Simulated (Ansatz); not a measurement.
**C3H8OSi: one species, many methods**

How much do the methods differ for C3H8OSi? The plan is to run it at one geometry with functionals of several rungs and with coupled cluster. The yardstick is the atomisation energy at the CCSD(T) limit.

Computed with Ansatz 0.2.0, Gaussian basis. Level: functionals in def2-TZVPP, the program's frozen cores in correlated methods.

Plan: LDA (SPW92), PBE-D4, revPBE-D4, BLYP-D4, r2SCAN-D4, B97M-V, PBE0-D4, B3LYP-D4, r2SCANh-D4, r2SCAN0-D4, HSE06-D4, BHLYP-D4, CAM-B3LYP-D4, LC-ωPBE, ωB97X-V, ωB97M-V, B2PLYP, PBE-QIDH; CCSD(T)/def2-SVP; CCSD(T)/def2-TZVPP; MP2/def2-QZVPP; extrapolation to the limit; RPA on PBE.

## Step 1: The geometry

The geometry comes from an earlier relaxation with PBE0-D4 in a triple-zeta def2 set; it is a stationary point, not always the lowest conformer.

SMILES `CC(C)[Si]O`, 13 atoms, charge 0, spin multiplicity 1.

Atoms are counted from 1 here; the program's logs count them from 0.

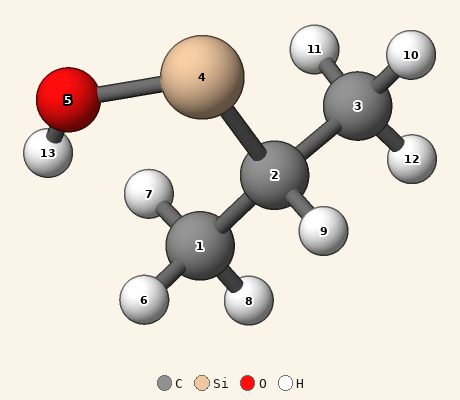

The structure; carbon grey, silicon light orange, oxygen red, hydrogen white; atoms are numbered from 1 in the order of the file.

## Step 2: LDA

This LDA is Slater exchange with PW92 correlation.

in.yaml

```yaml
crystal:
  periodic: [false, false, false]
  atoms:
    - {symbol: C, position_ang: [-1.114145, 0.068231, 0.452235]}
    - {symbol: C, position_ang: [0.404067, 0.038687, 0.386451]}
    - {symbol: C, position_ang: [0.928182, -1.312478, -0.106418]}
    - {symbol: Si, position_ang: [1.270199, 1.421480, -0.638373]}
    - {symbol: O, position_ang: [-0.000961, 2.313312, -1.206789]}
    - {symbol: H, position_ang: [-1.494212, 1.007994, 0.866757]}
    - {symbol: H, position_ang: [-1.560387, -0.069351, -0.539651]}
    - {symbol: H, position_ang: [-1.508870, -0.735248, 1.082867]}
    - {symbol: H, position_ang: [0.805757, 0.194298, 1.401566]}
    - {symbol: H, position_ang: [2.021133, -1.334858, -0.158393]}
    - {symbol: H, position_ang: [0.551479, -1.542190, -1.108625]}
    - {symbol: H, position_ang: [0.612727, -2.127991, 0.551985]}
    - {symbol: H, position_ang: [-0.894668, 2.043415, -0.968713]}
basis:
  gaussian: {orbitals: def2-TZVPP}
hamiltonian: {xc: lda}
output: {orbitals: {seedname: orbitals}}
```

Launch:

```sh
ansatz run in.yaml --threads 4 --pin off --events-out ev --progress --plain --max-ram 10444MiB
```

The log of the run (excerpt; [...] marks lines left out):

```text
Functional definition: SPW92
  name "SPW92"
  cite "Dirac, Proc. Camb. Phil. Soc. 26, 376 (1930) doi:10.1017/S0305004100016108"
  cite "Slater, Phys. Rev. 81, 385 (1951) doi:10.1103/PhysRev.81.385"
  cite "Perdew & Wang, Phys. Rev. B 45, 13244 (1992) doi:10.1103/PhysRevB.45.13244"
[...]
1451 factors; their error is unknown
[...]
mean field -13091.85768082 eV, -481.1168957902 hartree, gradient 4.3e-5 eV, S^2 0.000000; 0 other end points of the search recorded, 0 dependent functions left out
reference -13091.85772183 eV, -481.1168972975 hartree; 24, 24 occupied and 254, 254 virtual orbitals, 1451 factors
Total energy: -13091.85772183 eV, -481.1168972975 hartree
```

Run time: 1.3 s. Hardware: 4 threads of Arm Neoverse V2, shared host; peak memory 0.37 GiB.

Atomisation energy: 5691.5 kJ/mol (free atoms -13032.869 eV, run apart). HOMO -5.15 eV, LUMO -2.57 eV.

## Step 3: PBE-D4 (GGA)

in.yaml, as its differences from that of step 2:

```diff
@@ -18,3 +18,3 @@
   gaussian: {orbitals: def2-TZVPP}
-hamiltonian: {xc: lda}
-output: {orbitals: {seedname: orbitals}}
+hamiltonian: {xc: pbe, dispersion: d4}
+output: {forces: true, orbitals: {seedname: orbitals}}
```

Launched as before.

The log of the run (excerpt; [...] marks lines left out):

```text
Functional definition: PBE
  name "PBE"
  cite "Perdew, Burke & Ernzerhof, Phys. Rev. Lett. 77, 3865 (1996) doi:10.1103/PhysRevLett.77.3865"
  parent pbe
[...]
1451 factors; their error is unknown
[...]
mean field -13157.90215983 eV, -483.5439856273 hartree, gradient 3.5e-5 eV, S^2 0.000000; 0 other end points of the search recorded, 0 dependent functions left out
[...]
Atom 9 at     2.021133    -1.334858    -0.158393 Å, force     0.217116    -0.017426    -0.017850 eV/Å
Atom 10 at     0.551479    -1.542190    -1.108625 Å, force    -0.067450    -0.048624    -0.193994 eV/Å
Atom 11 at     0.612727    -2.127991     0.551985 Å, force    -0.059826    -0.172813     0.128748 eV/Å
Atom 12 at    -0.894668     2.043415    -0.968713 Å, force    -0.476013    -0.139816     0.127380 eV/Å
Dipole moment:    -0.347024    -0.288709     0.234664 e Å
```

It took 2.5 s on 4 threads of Arm Neoverse V2, shared host; peak memory 0.38 GiB.

With the free atoms at this level, -13105.477 eV in sum, the atomisation energy is 5086.0 kJ/mol. HOMO -5.05 eV, LUMO -2.38 eV.

## Step 4: revPBE-D4 (GGA)

in.yaml, as its differences from that of step 3:

```diff
@@ -18,3 +18,3 @@
   gaussian: {orbitals: def2-TZVPP}
-hamiltonian: {xc: pbe, dispersion: d4}
-output: {forces: true, orbitals: {seedname: orbitals}}
+hamiltonian: {xc: {name: revPBE}, dispersion: d4}
+output: {orbitals: {seedname: orbitals}}
```

The command is unchanged.

The log of the run (excerpt; [...] marks lines left out):

```text
Functional definition: revPBE
  name "revPBE"
  cite "Zhang & Yang, Phys. Rev. Lett. 80, 890 (1998) doi:10.1103/PhysRevLett.80.890"
  cite "Perdew, Burke & Ernzerhof, Phys. Rev. Lett. 77, 3865 (1996) doi:10.1103/PhysRevLett.77.3865"
[...]
1451 factors; their error is unknown
[...]
mean field -13165.35828977 eV, -483.8179933485 hartree, gradient 3.6e-5 eV, S^2 0.000000; 0 other end points of the search recorded, 0 dependent functions left out
reference -13165.35834556 eV, -483.8179953989 hartree; 24, 24 occupied and 254, 254 virtual orbitals, 1451 factors
Total energy: -13166.27538542 eV, -483.8516959921 hartree
```

Run time: 2 s. Hardware: 4 threads of Arm Neoverse V2, shared host; peak memory 0.38 GiB.

With the free atoms at this level, -13114.701 eV in sum, the atomisation energy is 4976.2 kJ/mol. HOMO -5.01 eV, LUMO -2.30 eV.

## Step 5: BLYP-D4 (GGA)

in.yaml, as its differences from that of step 4:

```diff
@@ -18,3 +18,3 @@
   gaussian: {orbitals: def2-TZVPP}
-hamiltonian: {xc: {name: revPBE}, dispersion: d4}
+hamiltonian: {xc: {name: BLYP}, dispersion: d4}
 output: {orbitals: {seedname: orbitals}}
```

Same command.

The log of the run (excerpt; [...] marks lines left out):

```text
Functional definition: BLYP
  name "BLYP"
  cite "Becke, Phys. Rev. A 38, 3098 (1988) doi:10.1103/PhysRevA.38.3098"
  cite "Lee, Yang & Parr, Phys. Rev. B 37, 785 (1988) doi:10.1103/PhysRevB.37.785"
[...]
1451 factors; their error is unknown
[...]
mean field -13166.47556377 eV, -483.8590524107 hartree, gradient 5.4e-5 eV, S^2 0.000000; 0 other end points of the search recorded, 0 dependent functions left out
reference -13166.47595001 eV, -483.8590666050 hartree; 24, 24 occupied and 254, 254 virtual orbitals, 1451 factors
Total energy: -13167.11323728 eV, -483.8824864803 hartree
```

It took 2 s on 4 threads of Arm Neoverse V2, shared host; peak memory 0.38 GiB.

With the free atoms at this level, -13115.416 eV in sum, the atomisation energy is 4988.0 kJ/mol. HOMO -4.94 eV, LUMO -2.24 eV.

## Step 6: r2SCAN-D4 (meta-GGA)

in.yaml, as its differences from that of step 5:

```diff
@@ -18,3 +18,3 @@
   gaussian: {orbitals: def2-TZVPP}
-hamiltonian: {xc: {name: BLYP}, dispersion: d4}
-output: {orbitals: {seedname: orbitals}}
+hamiltonian: {xc: r2scan, dispersion: d4}
+output: {forces: true, orbitals: {seedname: orbitals}}
```

Same command.

The log of the run (excerpt; [...] marks lines left out):

```text
Functional definition: r2SCAN
  name "r2SCAN"
  cite "Furness, Kaplan, Ning, Perdew & Sun, J. Phys. Chem. Lett. 11, 8208 (2020) doi:10.1021/acs.jpclett.0c02405"
  cite "Furness, Kaplan, Ning, Perdew & Sun, J. Phys. Chem. Lett. 11, 9248 (2020) doi:10.1021/acs.jpclett.0c03077"
  parent r2scan
[...]
1451 factors; their error is unknown
[...]
Atom 9 at     2.021133    -1.334858    -0.158393 Å, force    -0.019089    -0.007010    -0.000027 eV/Å
Atom 10 at     0.551479    -1.542190    -1.108625 Å, force     0.002609     0.008972     0.010767 eV/Å
Atom 11 at     0.612727    -2.127991     0.551985 Å, force    -0.002328     0.000902    -0.006264 eV/Å
Atom 12 at    -0.894668     2.043415    -0.968713 Å, force    -0.048369    -0.015975     0.015148 eV/Å
Dipole moment:    -0.365950    -0.296276     0.240205 e Å
```

It took 4.5 s on 4 threads of Arm Neoverse V2, shared host; peak memory 0.4 GiB.

With the free atoms at this level, -13113.114 eV in sum, the atomisation energy is 5002.0 kJ/mol. HOMO -5.24 eV, LUMO -2.26 eV.

## Step 7: B97M-V (meta-GGA)

in.yaml, as its differences from that of step 6:

```diff
@@ -18,3 +18,3 @@
   gaussian: {orbitals: def2-TZVPP}
-hamiltonian: {xc: r2scan, dispersion: d4}
-output: {forces: true, orbitals: {seedname: orbitals}}
+hamiltonian: {xc: {name: B97M-V}}
+output: {orbitals: {seedname: orbitals}}
```

Launched as before.

The log of the run (excerpt; [...] marks lines left out):

```text
Functional definition: B97M-V
  name "B97M-V"
  cite "Mardirossian & Head-Gordon, J. Chem. Phys. 142, 074111 (2015) doi:10.1063/1.4907719"
  cite "Becke, J. Chem. Phys. 107, 8554 (1997) doi:10.1063/1.475007"
  cite "Vydrov & Van Voorhis, J. Chem. Phys. 133, 244103 (2010) doi:10.1063/1.3521275"
  # Of w^i u^j: cxij and so on, Table III.
[...]
  gx(w, u) = cx00 + cx01*u + cx02*u^2 + (cx10 + cx11*u)*w
[...]
  gos(w, u) = cos00 + cos01*u + cos03*u^3 + cos10*w + cos32*w^3*u^2
[...]
      + integral(e_c_pw_mod_opposite_spin*gos(b97_w_opposite, b97_u_opposite)) + vv10(b, c)
1451 factors; their error is unknown
[...]
mean field -13166.23226220 eV, -483.8501112429 hartree, gradient 3.3e-5 eV, S^2 0.000000; 0 other end points of the search recorded, 0 dependent functions left out
reference -13166.23232364 eV, -483.8501135008 hartree; 24, 24 occupied and 254, 254 virtual orbitals, 1451 factors
Total energy: -13166.23232364 eV, -483.8501135008 hartree
```

Run time: 9 s. Hardware: 4 threads of Arm Neoverse V2, shared host; peak memory 0.47 GiB.

Atomisation energy: 5009.8 kJ/mol (free atoms -13114.309 eV, run apart). HOMO -5.32 eV, LUMO -2.23 eV.

## Step 8: PBE0-D4 (hybrid)

in.yaml, as its differences from that of step 7:

```diff
@@ -18,3 +18,3 @@
   gaussian: {orbitals: def2-TZVPP}
-hamiltonian: {xc: {name: B97M-V}}
+hamiltonian: {xc: pbe0, dispersion: d4}
 output: {orbitals: {seedname: orbitals}}
```

Same command.

The log of the run (excerpt; [...] marks lines left out):

```text
Functional definition: PBE0
  name "PBE0"
  cite "Adamo & Barone, J. Chem. Phys. 110, 6158 (1999) doi:10.1063/1.478522"
  cite "Perdew, Burke & Ernzerhof, Phys. Rev. Lett. 77, 3865 (1996) doi:10.1103/PhysRevLett.77.3865"
  parent pbe
[...]
1454 factors; their error is unknown
[...]
mean field -13159.19158873 eV, -483.5913712653 hartree, gradient 3.8e-5 eV, S^2 0.000000; 0 other end points of the search recorded, 0 dependent functions left out
reference -13159.19162144 eV, -483.5913724675 hartree; 24, 24 occupied and 254, 254 virtual orbitals, 1454 factors
Total energy: -13159.43363847 eV, -483.6002664293 hartree
```

It took 2.6 s on 4 threads of Arm Neoverse V2, shared host; peak memory 0.7 GiB.

With the free atoms at this level, -13107.520 eV in sum, the atomisation energy is 5008.9 kJ/mol. HOMO -6.11 eV, LUMO -1.54 eV.

## Step 9: B3LYP-D4 (hybrid)

B3LYP here takes the VWN-RPA correlation.

in.yaml, as its differences from that of step 8:

```diff
@@ -18,3 +18,3 @@
   gaussian: {orbitals: def2-TZVPP}
-hamiltonian: {xc: pbe0, dispersion: d4}
-output: {orbitals: {seedname: orbitals}}
+hamiltonian: {xc: {name: B3LYP}, dispersion: d4}
+output: {forces: true, orbitals: {seedname: orbitals}}
```

Same command.

The log of the run (excerpt; [...] marks lines left out):

```text
Functional definition: B3LYP
  name "B3LYP"
  cite "Stephens, Devlin, Chabalowski & Frisch, J. Phys. Chem. 98, 11623 (1994) doi:10.1021/j100096a001"
  cite "Becke, Phys. Rev. A 38, 3098 (1988) doi:10.1103/PhysRevA.38.3098"
  cite "Lee, Yang & Parr, Phys. Rev. B 37, 785 (1988) doi:10.1103/PhysRevB.37.785"
  cite "Vosko, Wilk & Nusair, Can. J. Phys. 58, 1200 (1980) doi:10.1139/p80-159"
[...]
1454 factors; their error is unknown
[...]
Atom 9 at     2.021133    -1.334858    -0.158393 Å, force    -0.059702    -0.014796     0.003782 eV/Å
Atom 10 at     0.551479    -1.542190    -1.108625 Å, force     0.020918     0.002686     0.045461 eV/Å
Atom 11 at     0.612727    -2.127991     0.551985 Å, force     0.021407     0.026954    -0.040188 eV/Å
Atom 12 at    -0.894668     2.043415    -0.968713 Å, force    -0.037851     0.050478    -0.032519 eV/Å
Dipole moment:    -0.325911    -0.290819     0.236976 e Å
```

It took 4.2 s on 4 threads of Arm Neoverse V2, shared host; peak memory 0.85 GiB.

Atomisation energy: 5001.1 kJ/mol (free atoms -13118.175 eV, run apart). HOMO -5.95 eV, LUMO -1.74 eV.

## Step 10: r2SCANh-D4 (hybrid)

in.yaml, as its differences from that of step 9:

```diff
@@ -18,3 +18,3 @@
   gaussian: {orbitals: def2-TZVPP}
-hamiltonian: {xc: {name: B3LYP}, dispersion: d4}
-output: {forces: true, orbitals: {seedname: orbitals}}
+hamiltonian: {xc: {name: r2SCANh}, dispersion: d4}
+output: {orbitals: {seedname: orbitals}}
```

Same command.

The log of the run (excerpt; [...] marks lines left out):

```text
Functional definition: r2SCANh
  name "r2SCANh"
  cite "Bursch, Neugebauer, Ehlert & Grimme, J. Chem. Phys. 156, 134105 (2022) doi:10.1063/5.0086040"
  cite "Furness, Kaplan, Ning, Perdew & Sun, J. Phys. Chem. Lett. 11, 8208 (2020) doi:10.1021/acs.jpclett.0c02405"
  cite "Furness, Kaplan, Ning, Perdew & Sun, J. Phys. Chem. Lett. 11, 9248 (2020) doi:10.1021/acs.jpclett.0c03077"
  parent r2scan
[...]
1451 factors; their error is unknown
[...]
mean field -13164.60432613 eV, -483.7902856958 hartree, gradient 1.9e-5 eV, S^2 0.000000; 0 other end points of the search recorded, 0 dependent functions left out
reference -13164.60433743 eV, -483.7902861112 hartree; 24, 24 occupied and 254, 254 virtual orbitals, 1451 factors
Total energy: -13164.67977047 eV, -483.7930582244 hartree
```

Run time: 4.6 s. Hardware: 4 threads of Arm Neoverse V2, shared host; peak memory 0.73 GiB.

Atomisation energy: 4976.6 kJ/mol (free atoms -13113.101 eV, run apart). HOMO -5.63 eV, LUMO -1.94 eV.

## Step 11: r2SCAN0-D4 (hybrid)

in.yaml, as its differences from that of step 10:

```diff
@@ -18,3 +18,3 @@
   gaussian: {orbitals: def2-TZVPP}
-hamiltonian: {xc: {name: r2SCANh}, dispersion: d4}
+hamiltonian: {xc: {name: r2SCAN0}, dispersion: d4}
 output: {orbitals: {seedname: orbitals}}
```

The command is unchanged.

The log of the run (excerpt; [...] marks lines left out):

```text
Functional definition: r2SCAN0
  name "r2SCAN0"
  cite "Bursch, Neugebauer, Ehlert & Grimme, J. Chem. Phys. 156, 134105 (2022) doi:10.1063/5.0086040"
  cite "Furness, Kaplan, Ning, Perdew & Sun, J. Phys. Chem. Lett. 11, 8208 (2020) doi:10.1021/acs.jpclett.0c02405"
  cite "Furness, Kaplan, Ning, Perdew & Sun, J. Phys. Chem. Lett. 11, 9248 (2020) doi:10.1021/acs.jpclett.0c03077"
  parent r2scan
[...]
1454 factors; their error is unknown
[...]
mean field -13164.21529604 eV, -483.7759891040 hartree, gradient 2.6e-5 eV, S^2 0.000000; 0 other end points of the search recorded, 0 dependent functions left out
reference -13164.21530583 eV, -483.7759894635 hartree; 24, 24 occupied and 254, 254 virtual orbitals, 1454 factors
Total energy: -13164.29846584 eV, -483.7790455377 hartree
```

It took 4.6 s on 4 threads of Arm Neoverse V2, shared host; peak memory 0.73 GiB.

With the free atoms at this level, -13113.093 eV in sum, the atomisation energy is 4940.6 kJ/mol. HOMO -6.23 eV, LUMO -1.47 eV.

## Step 12: HSE06-D4 (hybrid)

HSE06 is the plane-wave form, built on full-range PBE exchange.

in.yaml, as its differences from that of step 11:

```diff
@@ -18,3 +18,3 @@
   gaussian: {orbitals: def2-TZVPP}
-hamiltonian: {xc: {name: r2SCAN0}, dispersion: d4}
+hamiltonian: {xc: hse06, dispersion: d4}
 output: {orbitals: {seedname: orbitals}}
```

Launched as before.

The log of the run (excerpt; [...] marks lines left out):

```text
Functional definition: HSE06
  name "HSE06"
  cite "Heyd, Scuseria & Ernzerhof, J. Chem. Phys. 118, 8207 (2003) doi:10.1063/1.1564060"
  cite "Krukau, Vydrov, Izmaylov & Scuseria, J. Chem. Phys. 125, 224106 (2006) doi:10.1063/1.2404663"
  cite "Heyd & Scuseria, J. Chem. Phys. 120, 7274 (2004) doi:10.1063/1.1668634"
  cite "Ernzerhof & Perdew, J. Chem. Phys. 109, 3313 (1998) doi:10.1063/1.476928"
[...]
1454 factors; their error is unknown
115 factors; integrals over basis functions are off by at most 3.5e-7 eV
[...]
mean field -13158.71671877 eV, -483.5739201162 hartree, gradient 7.3e-5 eV, S^2 0.000000; 0 other end points of the search recorded, 0 dependent functions left out
reference -13158.71676239 eV, -483.5739217193 hartree; 24, 24 occupied and 254, 254 virtual orbitals, 1454 factors
Total energy: -13158.94125449 eV, -483.5821716517 hartree
```

Run time: 2.9 s. Hardware: 4 threads of Arm Neoverse V2, shared host; peak memory 0.75 GiB.

Atomisation energy: 5012.1 kJ/mol (free atoms -13106.995 eV, run apart). HOMO -5.72 eV, LUMO -1.92 eV.

## Step 13: BHLYP-D4 (hybrid)

in.yaml, as its differences from that of step 12:

```diff
@@ -18,3 +18,3 @@
   gaussian: {orbitals: def2-TZVPP}
-hamiltonian: {xc: hse06, dispersion: d4}
+hamiltonian: {xc: {name: BHLYP}, dispersion: d4}
 output: {orbitals: {seedname: orbitals}}
```

Launched as before.

The log of the run (excerpt; [...] marks lines left out):

```text
Functional definition: BHLYP
  name "BHLYP"
  cite "Becke, J. Chem. Phys. 98, 1372 (1993) doi:10.1063/1.464304"
  cite "Becke, Phys. Rev. A 38, 3098 (1988) doi:10.1103/PhysRevA.38.3098"
  cite "Lee, Yang & Parr, Phys. Rev. B 37, 785 (1988) doi:10.1103/PhysRevB.37.785"
[...]
1622 factors; their error is unknown
[...]
mean field -13165.63366913 eV, -483.8281133534 hartree, gradient 2.8e-5 eV, S^2 0.000000; 0 other end points of the search recorded, 0 dependent functions left out
reference -13165.63386105 eV, -483.8281204066 hartree; 24, 24 occupied and 254, 254 virtual orbitals, 1622 factors
Total energy: -13165.97260657 eV, -483.8405690749 hartree
```

Wall time 2.8 s (4 threads of Arm Neoverse V2, shared host); peak memory 0.73 GiB.

With the free atoms at this level, -13115.499 eV in sum, the atomisation energy is 4869.9 kJ/mol. HOMO -7.09 eV, LUMO -0.62 eV.

## Step 14: CAM-B3LYP-D4 (range-separated)

in.yaml, as its differences from that of step 13:

```diff
@@ -18,3 +18,3 @@
   gaussian: {orbitals: def2-TZVPP}
-hamiltonian: {xc: {name: BHLYP}, dispersion: d4}
+hamiltonian: {xc: {name: CAM-B3LYP}, dispersion: d4}
 output: {orbitals: {seedname: orbitals}}
```

Launched as before.

The log of the run (excerpt; [...] marks lines left out):

```text
Functional definition: CAM-B3LYP
  name "CAM-B3LYP"
  cite "Yanai, Tew & Handy, Chem. Phys. Lett. 393, 51 (2004) doi:10.1016/j.cplett.2004.06.011"
  cite "Iikura, Tsuneda, Yanai & Hirao, J. Chem. Phys. 115, 3540 (2001) doi:10.1063/1.1383587"
  cite "Becke, Phys. Rev. A 38, 3098 (1988) doi:10.1103/PhysRevA.38.3098"
  cite "Lee, Yang & Parr, Phys. Rev. B 37, 785 (1988) doi:10.1103/PhysRevB.37.785"
[...]
  # Exact exchange under (alpha + beta erf(omega r))/r, Becke's under what is left of 1/r.
[...]
1454 factors; their error is unknown
378 factors; integrals over basis functions are off by at most 8.8e-6 eV
[...]
mean field -13166.36930804 eV, -483.8551475846 hartree, gradient 1.8e-5 eV, S^2 0.000000; 0 other end points of the search recorded, 0 dependent functions left out
reference -13166.36944699 eV, -483.8551526912 hartree; 24, 24 occupied and 254, 254 virtual orbitals, 1454 factors
Total energy: -13166.61330497 eV, -483.8641143067 hartree
```

It took 3.1 s on 4 threads of Arm Neoverse V2, shared host; peak memory 0.81 GiB.

With the free atoms at this level, -13114.574 eV in sum, the atomisation energy is 5021.1 kJ/mol. HOMO -7.40 eV, LUMO -0.45 eV.

## Step 15: LC-ωPBE (range-separated)

in.yaml, as its differences from that of step 14:

```diff
@@ -18,3 +18,3 @@
   gaussian: {orbitals: def2-TZVPP}
-hamiltonian: {xc: {name: CAM-B3LYP}, dispersion: d4}
+hamiltonian: {xc: {name: LC-wPBE}}
 output: {orbitals: {seedname: orbitals}}
```

Same command.

The log of the run (excerpt; [...] marks lines left out):

```text
Functional definition: LC-wPBE
  name "LC-wPBE"
  cite "Vydrov & Scuseria, J. Chem. Phys. 125, 234109 (2006) doi:10.1063/1.2409292"
  cite "Heyd & Scuseria, J. Chem. Phys. 120, 7274 (2004) doi:10.1063/1.1668634"
  cite "Ernzerhof & Perdew, J. Chem. Phys. 109, 3313 (1998) doi:10.1063/1.476928"
  cite "Perdew, Burke & Ernzerhof, Phys. Rev. Lett. 77, 3865 (1996) doi:10.1103/PhysRevLett.77.3865"
  parent pbe
[...]
1451 factors; their error is unknown
476 factors; integrals over basis functions are off by at most 1.8e-5 eV
[...]
mean field -13162.93961521 eV, -483.7291086979 hartree, gradient 6.2e-6 eV, S^2 0.000000; 0 other end points of the search recorded, 0 dependent functions left out
reference -13162.93961521 eV, -483.7291086981 hartree; 24, 24 occupied and 254, 254 virtual orbitals, 1451 factors
Total energy: -13162.93961521 eV, -483.7291086981 hartree
```

Run time: 2.6 s. Hardware: 4 threads of Arm Neoverse V2, shared host; peak memory 0.56 GiB.

With the free atoms at this level, -13111.370 eV in sum, the atomisation energy is 4975.8 kJ/mol. HOMO -8.66 eV, LUMO 0.67 eV.

## Step 16: ωB97X-V (range-separated)

in.yaml, as its differences from that of step 15:

```diff
@@ -18,3 +18,3 @@
   gaussian: {orbitals: def2-TZVPP}
-hamiltonian: {xc: {name: LC-wPBE}}
+hamiltonian: {xc: {name: wB97X-V}}
 output: {orbitals: {seedname: orbitals}}
```

Launched as before.

The log of the run (excerpt; [...] marks lines left out):

```text
Functional definition: wB97X-V
  name "wB97X-V"
  cite "Mardirossian & Head-Gordon, Phys. Chem. Chem. Phys. 16, 9904 (2014) doi:10.1039/C3CP54374A"
  cite "Becke, J. Chem. Phys. 107, 8554 (1997) doi:10.1063/1.475007"
  cite "Vydrov & Van Voorhis, J. Chem. Phys. 133, 244103 (2010) doi:10.1063/1.3521275"
[...]
      + integral(e_c_pw_opposite_spin*poly(b97_u_opposite, cos0, cos1)) + vv10(b, c)
1454 factors; their error is unknown
364 factors; integrals over basis functions are off by at most 8.8e-6 eV
[...]
mean field -13165.87260087 eV, -483.8368939331 hartree, gradient 6.0e-5 eV, S^2 0.000000; 0 other end points of the search recorded, 0 dependent functions left out
reference -13165.87259883 eV, -483.8368938580 hartree; 24, 24 occupied and 254, 254 virtual orbitals, 1454 factors
Total energy: -13165.87259883 eV, -483.8368938580 hartree
```

It took 7 s on 4 threads of Arm Neoverse V2, shared host; peak memory 0.88 GiB.

Atomisation energy: 5007.6 kJ/mol (free atoms -13113.973 eV, run apart). HOMO -8.36 eV, LUMO 0.55 eV.

(Part 1 of 2 ends here.)
